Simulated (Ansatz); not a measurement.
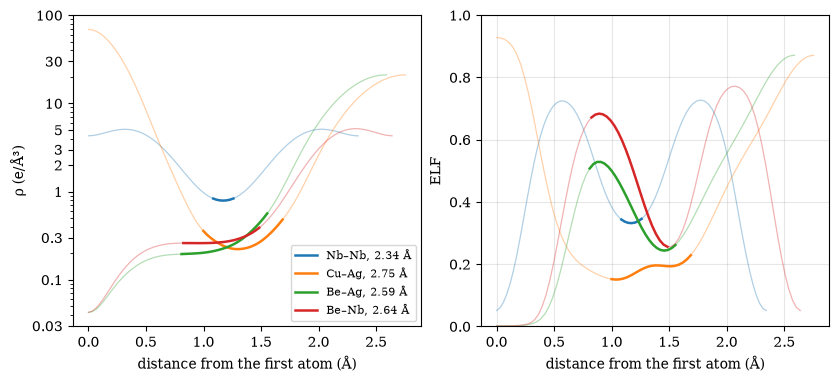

*BeNb₂CuAg₁₂ (amorphous cell). Valence charge density (pseudo) and electron localisation function along straight lines between neighbouring atoms. Thin, pale parts lie inside the atomic spheres.*

Computed without spin polarisation.

Method: DFT PBE, scalar-relativistic, plane waves, PAW (Ansatz).

Core electrons are frozen (PAW), and the valence fields are smoothed inside the atomic spheres.

**Compare the contacts.**

Nb–Nb (2.34 Å): the density is about 0.79 e/Å³ at the midpoint; the ELF is about 0.35 at the midpoint.
Cu–Ag (2.75 Å): the density is about 0.23 e/Å³ at the midpoint; the ELF is about 0.20 at the midpoint: no localised pair shows between them.
Be–Ag (2.59 Å): ρ is about 0.27 e/Å³ halfway; the ELF is about 0.30 at the midpoint; no shared electron pair shows on this line.
Be–Nb (2.64 Å): ρ at the midpoint is about 0.3 e/Å³, with its minimum of 0.26 e/Å³ about 1.0 Å from Be; the ELF is about 0.35 at the midpoint.
